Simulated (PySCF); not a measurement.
C4H13FSSi3

```xyz
22

F    -2.2122   -1.1169   -1.3200
C    -1.8908   -1.4329   -0.0062
C    -1.7600   -0.1408    0.7891
C    -0.5004    0.6192    0.3368
Si   -0.8771    1.9617   -0.9665
Si    0.6685   -0.7516   -0.2834
S     2.4292   -1.0182    0.9270
Si    3.4899    0.7935    0.4996
C    -0.5610   -2.1661    0.0002
H    -2.7234   -2.0521    0.3519
H    -1.6814   -0.4165    1.8431
H    -2.6640    0.4593    0.6655
H    -0.0731    1.1298    1.2042
H    -1.8438    2.8973   -0.3814
H     0.3802    2.6657   -1.2456
H    -1.4166    1.3773   -2.1868
H     1.0877   -0.6276   -1.6798
H     3.6594    0.8831   -0.9446
H     4.7417    0.6212    1.2149
H     2.7104    1.9227    0.9927
H    -0.4200   -2.6579    0.9604
H    -0.5535   -2.9308   -0.7718
```

Geometry: GFN2-xTB.

Computed with PBE0/pcSseg-1, SCF density, gas phase, non-relativistic in PySCF 2.14.0.

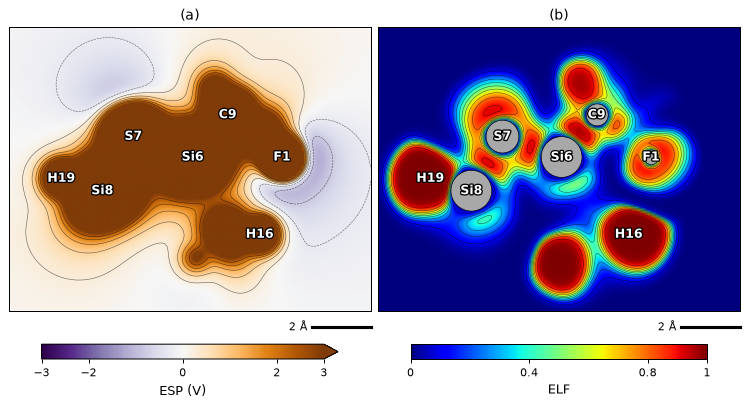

Figure 1. (a) electrostatic potential; (b) ELF on the plane of atoms S7, Si8 and H19. Grey discs cover the atomic cores in the ELF map.

Question: Describe what can be read from this map.

Answer:
- The section cuts through F, Si, S, C and H sites.
- C–Si (1.90 Å): the ELF peaks at about 0.95 between the atoms; a shared electron pair.
- Si–S (2.14 Å): the ELF peaks at about 0.90 between the atoms; a shared electron pair.
- Si–H (1.45 Å): the ELF climbs to about 1 towards the hydrogen, as it does in any bond to H.
- The ELF also peaks beside F1 and S7, away from the bonds: lone-pair regions.
- Outside the dense part of the molecule the potential is most negative (−1.1 V) near F1.

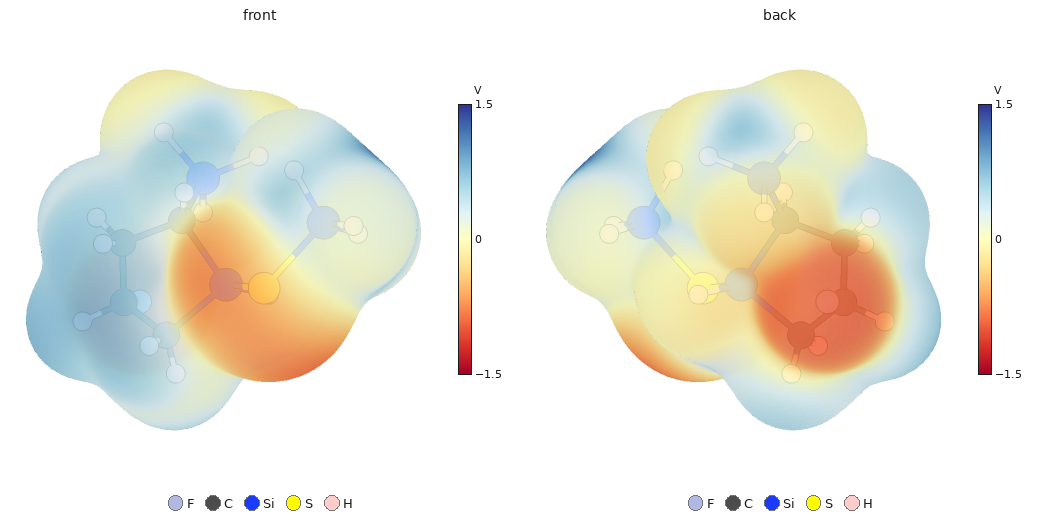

Figure 2. The electrostatic potential painted on the density surface at 0.001 e/bohr³, seen from the front and from behind; the colour scale runs from red (negative) to blue (positive).

Question: Which sites attract a positive test charge, and which a negative one?

Answer: A positive charge is drawn to the negative regions and a negative charge to the positive ones. The most negative region (about −0.9 V) lies over F1, the most positive (about +1.1 V) over Si8.

Question: What dipole moment does the calculation give?

Answer: Its dipole moment is 1.30 D.
